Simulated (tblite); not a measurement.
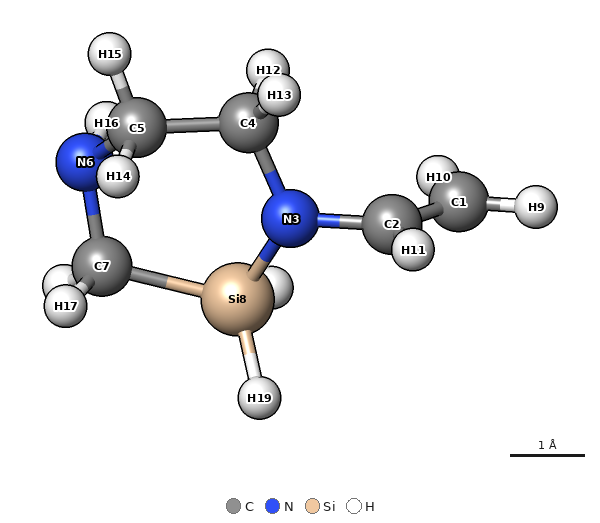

Fig. 1: The input geometry (ball-and-stick view, seen at a tilt; atoms are numbered from 1 in the order of the input).

**Saddle-point search of C5H12N2Si**

The run: saddle-point search of C5H12N2Si, SMILES C=CN1CCNC[SiH2]1. Method and program: GFN2-xTB saddle search (eigenvector following) and harmonic vibrations, gas phase (tblite 0.8.0).

### Input
```
{"job": {"xc": "GFN2-xTB", "basis": "xTB", "kind": "saddle"}, "charge": 0, "multiplicity": 1}
C      2.969175    -0.042217    -0.612192
C      1.992605     0.716559    -0.153929
N      0.651759     0.274543    -0.096958
C     -0.099801     0.509357    -1.316825
C     -1.611560     0.434439    -1.077241
N     -2.102401    -0.837028    -0.594912
C     -1.677052    -1.108761     0.775340
Si     0.209386    -0.960141     1.015698
H      3.987210     0.303702    -0.645704
H      2.775715    -1.037775    -0.973677
H      2.185566     1.723629     0.209526
H      0.182030    -0.215750    -2.098619
H      0.149159     1.509544    -1.688325
H     -1.892999     1.191556    -0.340567
H     -2.121883     0.658546    -2.019495
H     -1.773675    -1.580283    -1.205788
H     -2.206188    -0.397739     1.414859
H     -2.039403    -2.100872     1.045127
H      0.597076    -0.491647     2.345022
H      0.827578    -2.271987     0.728222
```

The first line tells a small driver script what to run in tblite; the rest is the geometry in Å.

Run as:
```bash
OMP_NUM_THREADS=1 python <driver script> task.json out
```

### Log
```
step      E/eV     max force
  0    -663.39744   0.1568
  1    -663.39604   0.1409
  2    -663.39065   0.1736
  3    -663.39053   0.1709
  4    -663.39110   0.0558
  5    -663.39122   0.0615
  6    -663.39157   0.0047
  7    -663.39157   0.0000
lowest wavenumbers (cm-1): -165.0 63.1 124.4 173.5 204.3 277.6
```

### Trajectory as extended XYZ (Å, eV, eV/Å), 8 frames, from step=0 to step=7
```
20
Properties=species:S:1:pos:R:3:forces:R:3 step=0 energy=-663.39744
C     2.9692   -0.0422   -0.6122    0.1190   0.0640   0.0100
C     1.9926    0.7166   -0.1539    0.0320  -0.1390  -0.0340
N     0.6518    0.2745   -0.0970   -0.0560   0.0970   0.0570
C    -0.0998    0.5094   -1.3168   -0.0090   0.0350   0.0360
C    -1.6116    0.4344   -1.0772   -0.0070   0.0060  -0.0020
N    -2.1024   -0.8370   -0.5949    0.0050   0.0030  -0.0020
C    -1.6771   -1.1088    0.7753   -0.0020   0.0030   0.0060
Si    0.2094   -0.9601    1.0157    0.0370  -0.0540  -0.0440
H     3.9872    0.3037   -0.6457    0.0170  -0.0160  -0.0100
H     2.7757   -1.0378   -0.9737    0.0230  -0.0020   0.0210
H     2.1856    1.7236    0.2095   -0.1300  -0.0400  -0.0780
H     0.1820   -0.2157   -2.0986    0.0090   0.0270   0.0260
H     0.1492    1.5095   -1.6883    0.0070   0.0120  -0.0150
H    -1.8930    1.1916   -0.3406   -0.0060   0.0020   0.0010
H    -2.1219    0.6585   -2.0195   -0.0030   0.0000   0.0000
H    -1.7737   -1.5803   -1.2058    0.0020   0.0030   0.0020
H    -2.2062   -0.3977    1.4149   -0.0050   0.0000  -0.0010
H    -2.0394   -2.1009    1.0451   -0.0010   0.0020   0.0000
H     0.5971   -0.4916    2.3450   -0.0040   0.0020  -0.0010
H     0.8276   -2.2720    0.7282   -0.0270  -0.0040   0.0280
20
Properties=species:S:1:pos:R:3:forces:R:3 step=1 energy=-663.39604
C     2.9751   -0.0206   -0.6619   -0.0480   0.0630   0.0480
C     1.9967    0.6971   -0.1400    0.0930  -0.0910  -0.0540
N     0.6535    0.2605   -0.0756   -0.0060   0.0260   0.0030
C    -0.0861    0.5004   -1.3021   -0.0080   0.0110   0.0080
C    -1.6008    0.4295   -1.0819   -0.0030   0.0040   0.0000
N    -2.0990   -0.8386   -0.5988    0.0030  -0.0010   0.0020
C    -1.6912   -1.1022    0.7787    0.0000   0.0010   0.0000
Si    0.1946   -0.9670    1.0380    0.0100  -0.0180  -0.0120
H     3.9858    0.3455   -0.7079   -0.0060  -0.0050   0.0090
H     2.7930   -1.0034   -1.0660    0.0090   0.0300   0.0350
H     2.1773    1.6911    0.2624   -0.0310  -0.0350  -0.0490
H     0.2039   -0.2225   -2.0821   -0.0010   0.0110   0.0050
H     0.1711    1.5006   -1.6696   -0.0020   0.0050  -0.0020
H    -1.8921    1.1914   -0.3540   -0.0020  -0.0010   0.0010
H    -2.0974    0.6484   -2.0329   -0.0020   0.0010   0.0060
H    -1.7624   -1.5857   -1.2007   -0.0020   0.0040   0.0030
H    -2.2231   -0.3820    1.4058    0.0030  -0.0030  -0.0010
H    -2.0647   -2.0893    1.0521    0.0020   0.0020  -0.0020
H     0.5645   -0.4880    2.3694    0.0020  -0.0020  -0.0060
H     0.8038   -2.2874    0.7767   -0.0100   0.0000   0.0050
20
Properties=species:S:1:pos:R:3:forces:R:3 step=2 energy=-663.39065
C     2.9704   -0.0014   -0.6980   -0.1510   0.0600   0.0610
C     2.0003    0.6877   -0.1204    0.1370  -0.0770  -0.0570
N     0.6534    0.2582   -0.0636    0.0250   0.0290  -0.0140
C    -0.0753    0.4865   -1.2993   -0.0060  -0.0010   0.0020
C    -1.5916    0.4240   -1.0875   -0.0010   0.0000   0.0010
N    -2.0980   -0.8392   -0.5998    0.0020  -0.0010   0.0010
C    -1.6997   -1.0965    0.7816    0.0000   0.0020  -0.0020
Si    0.1846   -0.9634    1.0527    0.0020  -0.0070   0.0010
H     3.9798    0.3676   -0.7385    0.0050  -0.0020   0.0090
H     2.7840   -0.9620   -1.1566    0.0050   0.1120   0.0690
H     2.1881    1.6572    0.3410   -0.0100  -0.1210  -0.0730
H     0.2167   -0.2447   -2.0703   -0.0050   0.0050   0.0030
H     0.1878    1.4822   -1.6749   -0.0010   0.0000   0.0010
H    -1.8834    1.1914   -0.3655    0.0000  -0.0010   0.0000
H    -2.0820    0.6399   -2.0423   -0.0020  -0.0010   0.0040
H    -1.7607   -1.5911   -1.1954   -0.0020   0.0030   0.0020
H    -2.2346   -0.3725    1.4016    0.0030  -0.0020  -0.0010
H    -2.0765   -2.0817    1.0573    0.0010   0.0010   0.0000
H     0.5462   -0.4786    2.3842    0.0020   0.0000  -0.0050
H     0.7928   -2.2862    0.8032   -0.0040   0.0010  -0.0010
20
Properties=species:S:1:pos:R:3:forces:R:3 step=3 energy=-663.39053
C     2.9665    0.0288   -0.7269   -0.1430   0.0460   0.0410
C     2.0024    0.6817   -0.0994    0.1220  -0.0450  -0.0290
N     0.6541    0.2549   -0.0551    0.0330   0.0360  -0.0250
C    -0.0635    0.4617   -1.3018    0.0020  -0.0020  -0.0010
C    -1.5810    0.4202   -1.0922    0.0020  -0.0080   0.0010
N    -2.1031   -0.8341   -0.5972    0.0020   0.0060  -0.0060
C    -1.7088   -1.0886    0.7857    0.0010   0.0010   0.0020
Si    0.1755   -0.9628    1.0622   -0.0020  -0.0020   0.0040
H     3.9745    0.4033   -0.7577   -0.0030  -0.0110   0.0080
H     2.7775   -0.9048   -1.2383    0.0070   0.1290   0.0680
H     2.1980    1.6198    0.4216   -0.0130  -0.1520  -0.0770
H     0.2224   -0.2888   -2.0564   -0.0090   0.0100   0.0100
H     0.2115    1.4469   -1.6967   -0.0030  -0.0160   0.0050
H    -1.8632    1.1956   -0.3750    0.0000  -0.0020  -0.0020
H    -2.0681    0.6364   -2.0483   -0.0040  -0.0030  -0.0020
H    -1.7746   -1.5932   -1.1884   -0.0010   0.0010   0.0010
H    -2.2418   -0.3603    1.4023    0.0010   0.0020   0.0010
H    -2.0905   -2.0713    1.0637    0.0020   0.0030   0.0010
H     0.5367   -0.4793    2.3935    0.0030   0.0050   0.0000
H     0.7780   -2.2886    0.8139    0.0010   0.0020  -0.0010
20
Properties=species:S:1:pos:R:3:forces:R:3 step=4 energy=-663.39110
C     2.9818    0.0499   -0.7027    0.0290   0.0080  -0.0140
C     1.9960    0.6886   -0.1031   -0.0020  -0.0180   0.0010
N     0.6561    0.2395   -0.0669   -0.0120  -0.0050  -0.0060
C    -0.0654    0.4439   -1.3112    0.0010   0.0070  -0.0120
C    -1.5824    0.4228   -1.0917    0.0020  -0.0100   0.0060
N    -2.1178   -0.8218   -0.5852    0.0100   0.0090  -0.0180
C    -1.7098   -1.0782    0.7934   -0.0010  -0.0060   0.0140
Si    0.1806   -0.9859    1.0432   -0.0070   0.0000  -0.0040
H     3.9833    0.4440   -0.7232   -0.0280  -0.0160   0.0080
H     2.8179   -0.8914   -1.1985    0.0060  -0.0240  -0.0160
H     2.1672    1.6349    0.3978    0.0020   0.0450   0.0330
H     0.2064   -0.3181   -2.0596   -0.0080   0.0140   0.0070
H     0.2200    1.4213   -1.7177   -0.0100  -0.0190   0.0070
H    -1.8499    1.2066   -0.3774    0.0030  -0.0110  -0.0070
H    -2.0733    0.6392   -2.0459   -0.0040  -0.0040  -0.0010
H    -1.8092   -1.5884   -1.1779   -0.0020   0.0120   0.0070
H    -2.2205   -0.3365    1.4137    0.0080  -0.0100  -0.0060
H    -2.1072   -2.0526    1.0807    0.0090   0.0180  -0.0030
H     0.5707   -0.5218    2.3727    0.0030   0.0040   0.0030
H     0.7575   -2.3185    0.7692    0.0000   0.0050   0.0010
20
Properties=species:S:1:pos:R:3:forces:R:3 step=5 energy=-663.39122
C     2.9828    0.0414   -0.6922    0.0040  -0.0300  -0.0190
C     1.9947    0.6884   -0.1052   -0.0120   0.0320   0.0240
N     0.6541    0.2398   -0.0751    0.0050   0.0110   0.0100
C    -0.0715    0.4519   -1.3153    0.0000  -0.0010   0.0070
C    -1.5878    0.4202   -1.0942   -0.0050   0.0030   0.0020
N    -2.1155   -0.8251   -0.5838   -0.0030  -0.0040   0.0040
C    -1.7053   -1.0755    0.7956   -0.0030  -0.0010   0.0020
Si    0.1853   -0.9862    1.0364   -0.0010  -0.0010   0.0040
H     3.9859    0.4295   -0.7003    0.0040  -0.0050  -0.0070
H     2.8208   -0.9031   -1.1871    0.0060   0.0430   0.0240
H     2.1640    1.6388    0.3964   -0.0070  -0.0520  -0.0320
H     0.2028   -0.3008   -2.0710    0.0050  -0.0090  -0.0070
H     0.2062    1.4339   -1.7131    0.0050   0.0140  -0.0050
H    -1.8602    1.2039   -0.3821   -0.0010   0.0010   0.0000
H    -2.0811    0.6303   -2.0487    0.0010   0.0010   0.0020
H    -1.8036   -1.5917   -1.1742    0.0010  -0.0010   0.0000
H    -2.2121   -0.3297    1.4137    0.0020  -0.0070  -0.0060
H    -2.1036   -2.0472    1.0890    0.0010   0.0050  -0.0030
H     0.5864   -0.5228    2.3633   -0.0020   0.0000   0.0000
H     0.7601   -2.3184    0.7574    0.0000   0.0010   0.0020
20
Properties=species:S:1:pos:R:3:forces:R:3 step=6 energy=-663.39157
C     2.9770    0.0277   -0.7021   -0.0010   0.0020   0.0010
C     1.9985    0.6837   -0.1084    0.0010  -0.0020  -0.0010
N     0.6538    0.2477   -0.0695    0.0030   0.0000   0.0000
C    -0.0714    0.4634   -1.3093    0.0000   0.0000   0.0000
C    -1.5880    0.4213   -1.0917    0.0000   0.0000   0.0010
N    -2.1085   -0.8312   -0.5910    0.0020   0.0000  -0.0010
C    -1.7048   -1.0844    0.7896    0.0000   0.0000   0.0020
Si    0.1827   -0.9733    1.0469   -0.0010  -0.0020   0.0020
H     3.9836    0.4067   -0.7200   -0.0030  -0.0010   0.0000
H     2.8030   -0.9152   -1.1929    0.0000   0.0020   0.0010
H     2.1792    1.6323    0.3885    0.0000  -0.0020  -0.0010
H     0.2092   -0.2829   -2.0696   -0.0010   0.0010   0.0010
H     0.2017    1.4501   -1.7004    0.0000  -0.0010   0.0000
H    -1.8670    1.1984   -0.3750    0.0000  -0.0010  -0.0010
H    -2.0802    0.6349   -2.0459    0.0000   0.0000   0.0000
H    -1.7859   -1.5921   -1.1833   -0.0010   0.0020   0.0020
H    -2.2259   -0.3490    1.4082    0.0020  -0.0030  -0.0030
H    -2.0927   -2.0627    1.0743    0.0010   0.0030  -0.0010
H     0.5638   -0.4960    2.3753   -0.0010  -0.0010  -0.0030
H     0.7742   -2.3018    0.7859   -0.0020   0.0030   0.0010
20
Properties=species:S:1:pos:R:3:forces:R:3 step=7 energy=-663.39157
C     2.9767    0.0273   -0.7024    0.0000   0.0000   0.0000
C     1.9986    0.6835   -0.1085    0.0000   0.0000   0.0000
N     0.6539    0.2479   -0.0694    0.0000   0.0000   0.0000
C    -0.0714    0.4637   -1.3091    0.0000   0.0000   0.0000
C    -1.5880    0.4214   -1.0916    0.0000   0.0000   0.0000
N    -2.1082   -0.8312   -0.5912    0.0000   0.0000   0.0000
C    -1.7047   -1.0847    0.7893    0.0000   0.0000   0.0000
Si    0.1826   -0.9728    1.0472    0.0000   0.0000   0.0000
H     3.9834    0.4059   -0.7205    0.0000   0.0000   0.0000
H     2.8023   -0.9155   -1.1932    0.0000   0.0000   0.0000
H     2.1798    1.6320    0.3884    0.0000   0.0000   0.0000
H     0.2092   -0.2825   -2.0695    0.0000   0.0000   0.0000
H     0.2016    1.4504   -1.7002    0.0000   0.0000   0.0000
H    -1.8671    1.1983   -0.3747    0.0000   0.0000   0.0000
H    -2.0802    0.6351   -2.0457    0.0000   0.0000   0.0000
H    -1.7854   -1.5919   -1.1835    0.0000   0.0000   0.0000
H    -2.2262   -0.3499    1.4080    0.0000   0.0000   0.0000
H    -2.0920   -2.0633    1.0737    0.0000   0.0000   0.0000
H     0.5629   -0.4950    2.3755    0.0000   0.0000   0.0000
H     0.7745   -2.3010    0.7869    0.0000   0.0000   0.0000
```

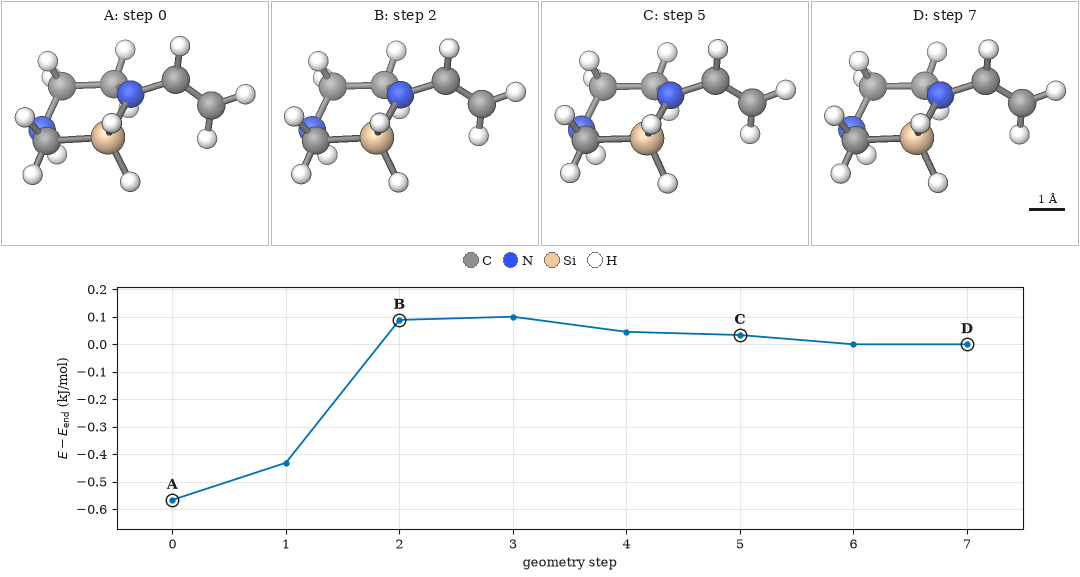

Fig. 2: Frames of the saddle-point search (ball-and-stick view, seen at a tilt) above the curves, on which the letters mark them (steps are counted from 0).

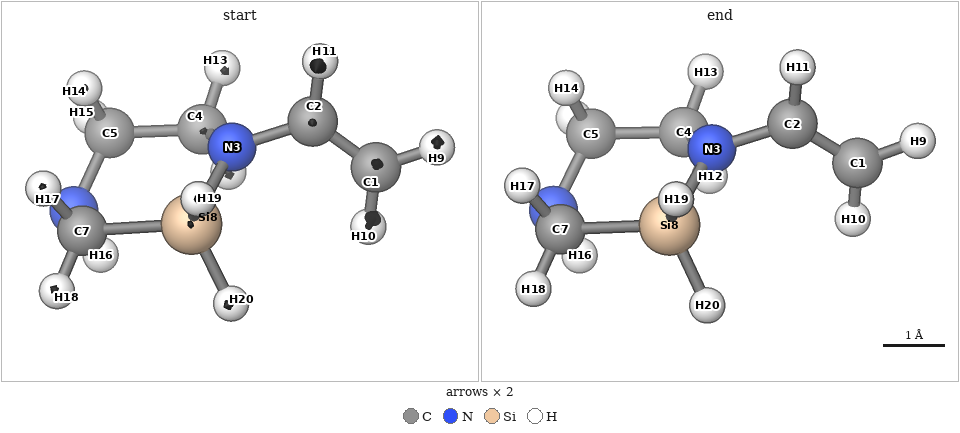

Fig. 3: Before (left) and after (right) the saddle-point search, at one scale (ball-and-stick view, seen at a tilt). The black arrows give the displacements, magnified 2 times. After 7 geometry steps the energy has risen by 0.57 kJ/mol. Largest force component: 0.14 eV/Å at the start, under 0.0001 eV/Å at the end. H10 moves most after the best rigid fit: 0.25 Å. By element the largest moves are H 0.25 Å, C 0.11 Å, Si 0.04 Å, N 0.04 Å. (Atoms are counted from 1 in the order of the input.)

### Summary

- outcome: converged
- total energy: −663.3916 eV
- point group: C1
- hardware: 1 CPU thread, shared host
- wall time: 3.7 s
- peak memory: 0.19 GiB
